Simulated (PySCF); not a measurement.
**C3H7NSi: density, localisation and related maps**

```xyz
12

C    -2.2173    0.9029    0.1491
C    -1.2319    0.1935    0.6733
Si   -0.0229   -0.8627   -0.3095
N     1.5145   -0.4364    0.3480
C     2.5703    0.0285   -0.1223
H    -2.3901    0.9366   -0.9151
H    -2.9006    1.4859    0.7492
H    -1.1079    0.1991    1.7492
H    -0.2314   -0.6554   -1.7497
H    -0.1295   -2.2809    0.0393
H     3.4163    0.2075    0.5382
H     2.7316    0.2806   -1.1757
```

Geometry: GFN2-xTB.

Theory: PySCF, PBE0/pcSseg-1, SCF density, gas phase, non-relativistic.

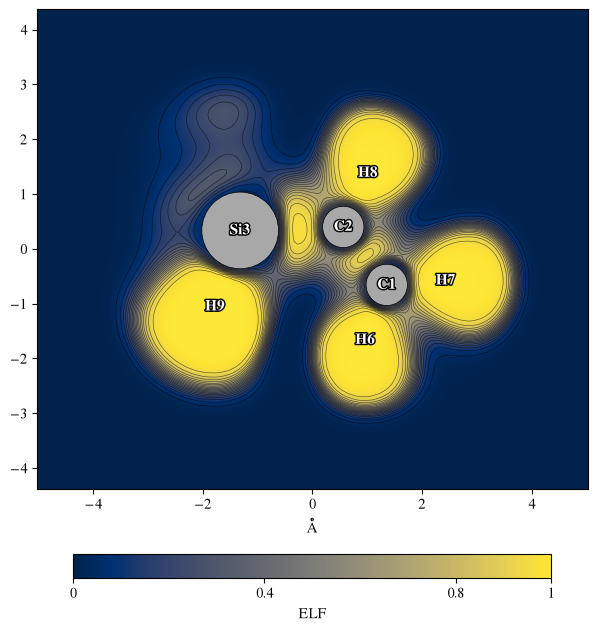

Figure 1. Electron localisation function on the plane of atoms H6, C1 and H7. Grey discs cover the atomic cores.

**What does the map show?**

The plane passes through C, Si and H nuclei.
C–C (1.32 Å): the ELF peaks at about 0.90 between the atoms (a multiple bond).
C–Si (1.88 Å): the ELF peaks at about 0.95 between the atoms, as expected for a shared electron pair.
C–H (1.08 Å): the ELF climbs to about 1 towards the hydrogen, as it does in any bond to H: a covalent bond by its length.
Si–H (1.47 Å): the ELF climbs to about 1 towards the hydrogen.

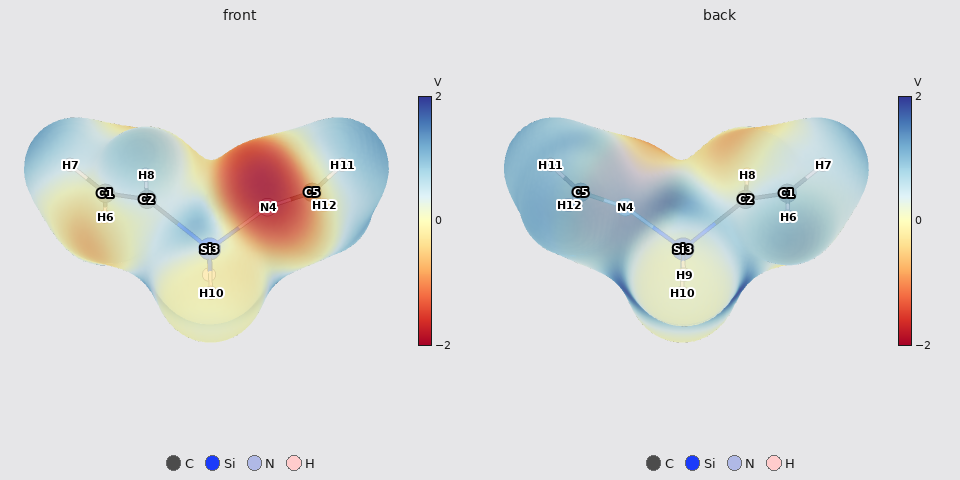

Figure 2. The molecular electrostatic potential painted on the density surface at 0.004 e/bohr³, seen from the front and from behind; the colour scale runs from red (negative) to blue (positive).

**Where is the surface potential most negative and most positive?**

The most negative region (about −1.9 V) lies over N4, the most positive (about +1.7 V) over Si3. N4 is the likeliest acceptor of a hydrogen bond.

**What dipole moment does the calculation give?**

Its dipole moment is 1.31 D.
